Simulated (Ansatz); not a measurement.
C2H2ClOSi: molecular dynamics

System: C2H2ClOSi, multiplicity 2.
Method: ROKS PBE, rpa/def2-SVP (Ansatz 0.2.0).

The geometry comes from this level: PBE0-D4/def2-TZVP.

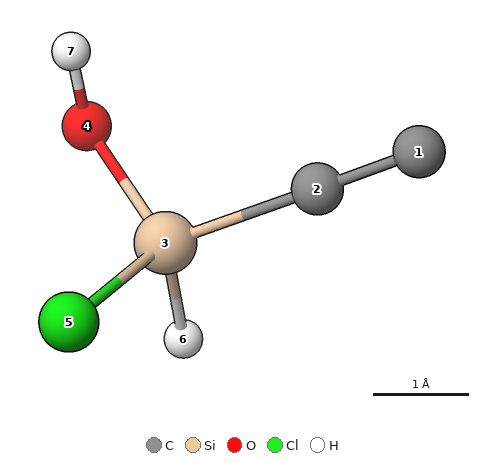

**Figure 1.** The structure as given in the input (ball-and-stick view, seen at a tilt; atoms are numbered from 1 in the order of the input). Bond lengths as drawn: Cl–Si 2.05 Å, C–C 1.21 Å, C–Si 1.82 Å, H–O 0.96 Å, H–Si 1.47 Å and O–Si 1.63 Å.

The input:
```yaml
crystal:
  periodic: [false, false, false]
  atoms:
    - {symbol: C, position_ang: [0.436043, -2.141821, 1.499798]}
    - {symbol: C, position_ang: [0.286017, -1.083081, 0.928752]}
    - {symbol: Si, position_ang: [0.012682, 0.504789, 0.075764]}
    - {symbol: O, position_ang: [-1.071784, 0.346920, -1.124394]}
    - {symbol: Cl, position_ang: [1.835449, 1.107247, -0.629351]}
    - {symbol: H, position_ang: [-0.511051, 1.520731, 0.998869]}
    - {symbol: H, position_ang: [-0.926256, -0.322786, -1.795240]}
basis:
  gaussian: {orbitals: def2-SVP}
magnetization: {spin_polarized: false, initial_magnetization: 1}
hamiltonian: {xc: {name: PBE}}
correlation: {method: rpa}
md: {timestep: 1 fs, n_steps: 30, ensemble: nvt_nose_hoover, temperature: 1000, initial_velocities: maxwell_boltzmann, seed: 66}
```

Run on 4 threads of Arm Neoverse V1, 23 GiB of memory available, shared host.

Run as:
```bash
ansatz run in.yaml --threads 4 --pin off --events-out ev --progress --plain --max-ram 10444MiB
```

Output:
```
Error: forces are implemented only for Hartree–Fock and Kohn–Sham states of molecules, for MP2, coupled cluster and FCI on these and for active spaces without a correction or with SC-NEVPT2: ask for no forces
```

Outcome:

| quantity | value |
| --- | --- |
| outcome | refused by the program |

What went wrong:

The program refused the input: “forces are implemented only for Hartree–Fock and Kohn–Sham states of molecules, for MP2, coupled cluster and FCI on these and for active spaces without a correction or with SC-NEVPT2: ask for no forces”
